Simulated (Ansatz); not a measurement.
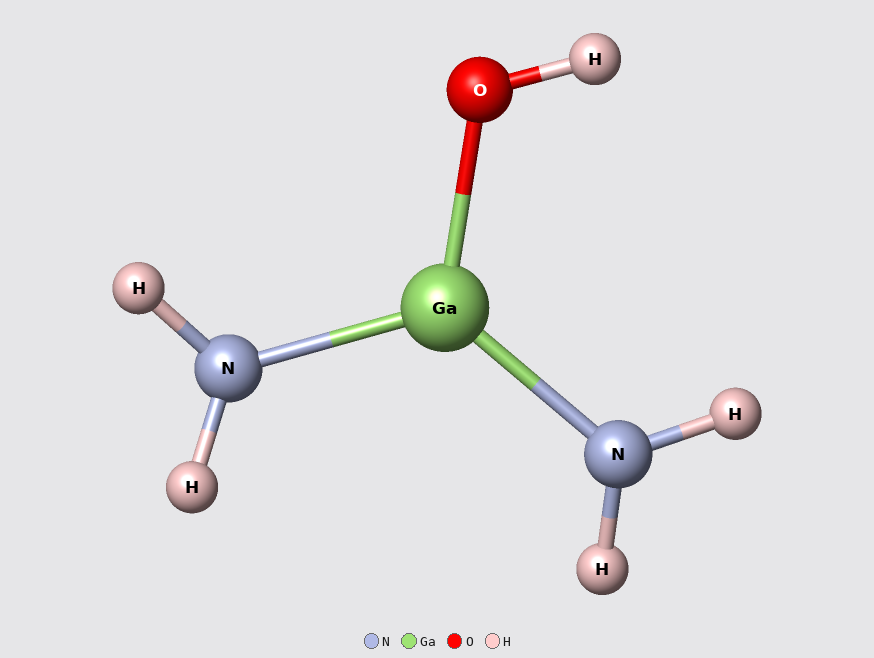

Sticks follow a distance rule. Harmonic vibrations computed with RKS PBE0-D4/def2-TZVP (Ansatz 0.2.0) at a stationary point of the same level.

Question: Is this a minimum or a saddle point?

Answer: A minimum: no imaginary frequency, and the lowest mode lies at 162 cm⁻¹.

Question: List the wavenumbers.

Answer: 21 modes: 162, 180, 195, 205, 286, 297, 311, 339, 660, 709, 725, 731, 807, 846, 1562, 1571, 3607, 3611, 3707, 3713, 3920 cm⁻¹.
